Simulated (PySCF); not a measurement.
# CoH (triplet): what the fields show

```xyz
2

Co    0.0000    0.0000   -0.0258
H     0.0000    0.0000    1.5072
```

These are results of PBE0/def2-TZVP, non-relativistic Hamiltonian with scalar-relativistic core potentials where named, at a bond length of 1.533 Å (PySCF 2.14.0), not measurements.

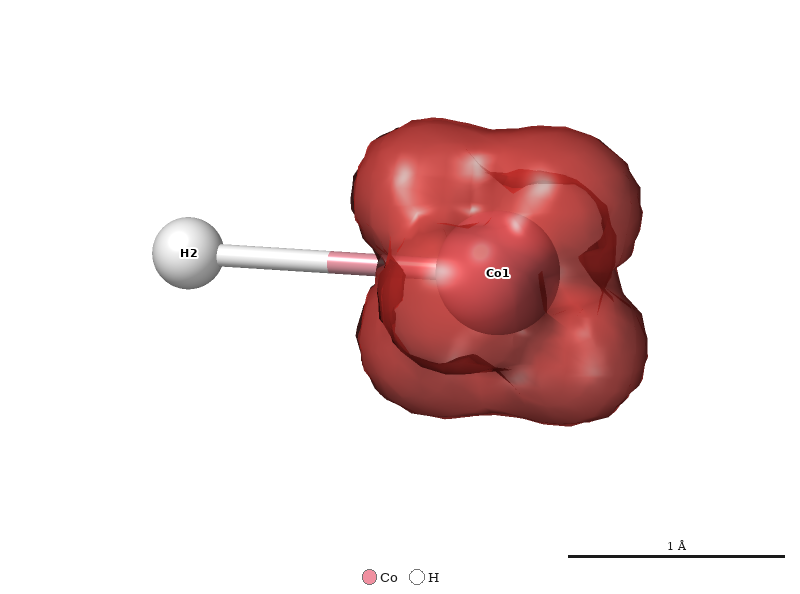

Figure 1. Isosurface of the spin density (α minus β) at +0.3 e/Å³ (red), seen from one side.

Which atoms carry the spin?

The unpaired spin (2 electrons) lies mostly on Co1 (about 2.0), in electrons by Hirshfeld's partition.

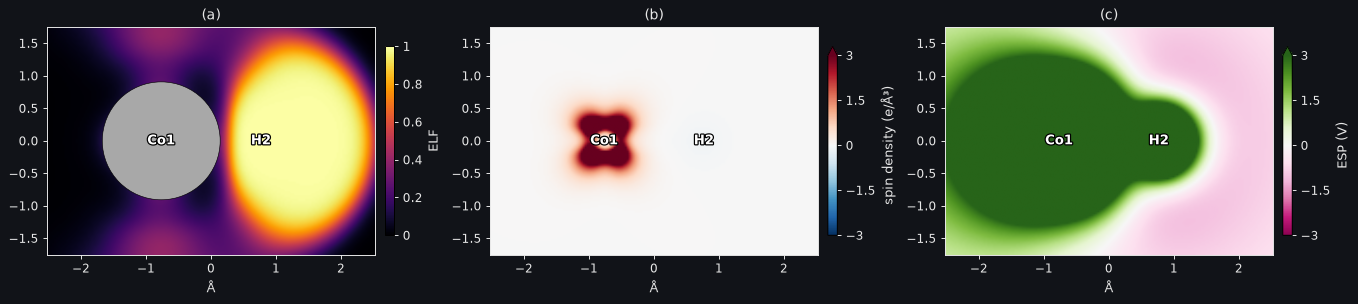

Figure 2. (a) ELF; (b) spin density; (c) molecular electrostatic potential on a plane that holds the molecular axis. Grey discs cover the atomic cores in the ELF map.

Read the bonding off the picture.

- The plane passes through Co and H nuclei.
- Co–H (1.53 Å): the ELF climbs to about 1 towards the hydrogen.
- Outside the dense part of the molecule the potential is most negative (−1.0 V) near H2.

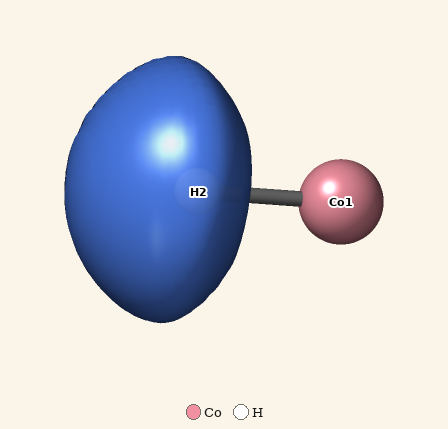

Figure 3. Isosurface of the electron localisation function at 0.75 (blue), seen from one side. Only the valence region is drawn (cores and ρ < 0.01 e/Å³ removed).

What do the ELF domains correspond to?

At this value the surface marks out one region around a hydrogen nucleus.
